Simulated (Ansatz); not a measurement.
# BSiH2Cl (SMILES B[Si]Cl) at UPBE/STO-3G

What is the electronic atomisation energy of BSiH2Cl at UPBE/STO-3G? 

The results are computed with Ansatz 0.2.0.

72 further runs of the same task are left out: 4 that didn't finish, 68 set aside as unsound or not needed.

## Step 1: Starting point

BSiH2Cl: 5 atoms, total charge 0, spin state triplet. As SMILES, `B[Si]Cl`. Geometry: relaxed at GFN2-xTB.

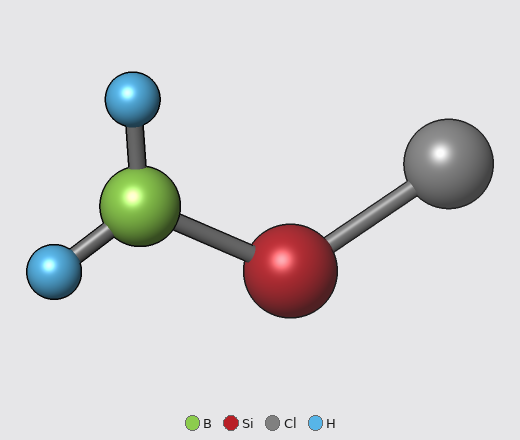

Viewed from a chosen angle; boron green, silicon red, chlorine grey, hydrogen blue.

## Step 2: The energy at UPBE/STO-3G

File run.yaml:

```yaml
crystal:
  periodic: [false, false, false]
  atoms:
    - {symbol: B, position_ang: [-0.674100, 0.367960, -0.302510]}
    - {symbol: Si, position_ang: [0.334580, -1.081930, 0.357550]}
    - {symbol: Cl, position_ang: [2.311390, -0.930270, 0.961480]}
    - {symbol: H, position_ang: [-0.184480, 1.431210, -0.387430]}
    - {symbol: H, position_ang: [-1.787390, 0.213030, -0.629090]}
basis:
  gaussian: {orbitals: STO-3G}
hamiltonian: {xc: {name: PBE}}
accuracy: high
magnetization: {spin_polarized: true, initial_magnetization: 2}
```

Command:

```bash
$ ansatz run run.yaml --threads 1 --pin off --max-ram 2610MiB --events-out events.jsonl --progress --plain --runs-dir runs
```

The log of the run:

```text
Warning: RAYON_NUM_THREADS=1 ignored (pool sized by the plan → 1); use --threads N
Functional definition: PBE
  name "PBE"
  parameter kappa = 0.804
  parameter beta = 0.06672455060314922
  exchange = pbe_x(kappa = kappa, mu = beta*pi^2/3)
  correlation = pbe_c(beta = beta)
452 factors; integrals over basis functions are off by at most 1.1e-8 eV
mean field evaluation 1: about -20857.1493 eV, gradient 1.6e1 eV
mean field evaluation 2: about -20849.0111 eV, gradient 3.4e1 eV
mean field evaluation 4: about -20859.7764 eV, gradient 3.2e0 eV
mean field evaluation 8: about -20859.8373 eV, gradient 1.4e-2 eV
mean field evaluation 16: about -20859.8373 eV, gradient 1.1e-6 eV
mean field -20859.83729554 eV, -766.5848813056 hartree, gradient 7.4e-8 eV, S^2 2.002352; 0 other end points of the search recorded, 0 dependent functions left out
reference -20859.83729748 eV, -766.5848813769 hartree; 20, 18 occupied and 5, 7 virtual orbitals, 452 factors
Total energy: -20859.83729748 eV, -766.5848813769 hartree
```

Run time: 2.3 s. Hardware: 1 thread of Arm Neoverse V1, shared host; peak memory 0.14 GiB.

## Step 3: The B atom at the same level

File in.yaml:

```yaml
crystal:
  periodic: [false, false, false]
  atoms:
    - {symbol: B, position_ang: [0.000000, 0.000000, 0.000000]}
basis:
  gaussian:
    orbitals: STO-3G
hamiltonian:
  xc: {name: PBE}
magnetization:
  spin_polarized: true
  initial_magnetization: 1
accuracy: high
```

Run the same way, it converges to -24.22452 Eh (log not shown).

## Step 4: The Cl atom

File in.yaml:

```yaml
crystal:
  periodic: [false, false, false]
  atoms:
    - {symbol: Cl, position_ang: [0.000000, 0.000000, 0.000000]}
basis:
  gaussian:
    orbitals: STO-3G
accuracy: high
hamiltonian:
  xc: pbe
magnetization:
  spin_polarized: true
  initial_magnetization: 1
```

Run the same way, it converges to -454.91342 Eh (log not shown).

## Step 5: The H atom at the same level

File run.yaml:

```yaml
crystal:
  periodic: [false, false, false]
  atoms:
    - symbol: H
      position_ang: [0.000000, 0.000000, 0.000000]
basis:
  gaussian: {orbitals: STO-3G}
magnetization: {spin_polarized: true, initial_magnetization: 1}
hamiltonian: {xc: {name: PBE}}
accuracy: high
```

Command:

```bash
$ ansatz run run.yaml --threads 1 --pin off --max-ram 2610MiB --events-out events.jsonl --progress --plain --runs-dir runs
```

The log of the run:

```text
Warning: RAYON_NUM_THREADS=1 ignored (pool sized by the plan → 1); use --threads N
Functional definition: PBE
  name "PBE"
  parameter kappa = 0.804
  parameter beta = 0.06672455060314922
  exchange = pbe_x(kappa = kappa, mu = beta*pi^2/3)
  correlation = pbe_c(beta = beta)
1 factors; integrals over basis functions are off by at most 4.6e-10 eV
mean field evaluation 1: about -12.6363 eV, gradient 0.0e0 eV
mean field evaluation 2: about -12.6363 eV, gradient 0.0e0 eV
mean field -12.63630448 eV, -0.4643756244 hartree, gradient 0.0e0 eV, S^2 0.750000; 0 other end points of the search recorded, 0 dependent functions left out
reference -12.63630558 eV, -0.4643756647 hartree; 1, 0 occupied and 0, 1 virtual orbitals, 1 factors
Total energy: -12.63630558 eV, -0.4643756647 hartree
```

Wall time 0.08 s (1 thread of Arm Neoverse V1, shared host).

## Step 6: The Si atom, same level

File molecule.yaml:

```yaml
basis:
  gaussian: {orbitals: STO-3G}
crystal:
  periodic: [false, false, false]
  atoms:
    - {symbol: Si, position_ang: [0.000000, 0.000000, 0.000000]}
total_charge: 0
magnetization: {spin_polarized: true, initial_magnetization: 2}
hamiltonian: {xc: pbe}
accuracy: high
```

Run the same way, it converges to -285.77131 Eh (log not shown).

## Step 7: Outcome

Level: UPBE/STO-3G.

| quantity | value |
| --- | --- |
| molecule: total energy | -766.58488 Eh |
| molecule: ⟨S²⟩ | 2.002 |
| B atom: total energy | -24.22452 Eh |
| B atom: ⟨S²⟩ | 0.750 |
| Cl atom: total energy | -454.91342 Eh |
| Cl atom: ⟨S²⟩ | 0.750 |
| H atom: total energy | -0.46438 Eh |
| H atom: ⟨S²⟩ | 0.750 |
| Si atom: total energy | -285.77131 Eh |
| Si atom: ⟨S²⟩ | 2.000 |
| electronic atomisation energy | 20.324 eV |

In words: Taking the molecule apart into free atoms costs 20.32 eV (469 kcal/mol), before zero-point energy and without spin-orbit coupling. In a minimal basis such a difference can be off by several eV, whatever the method.
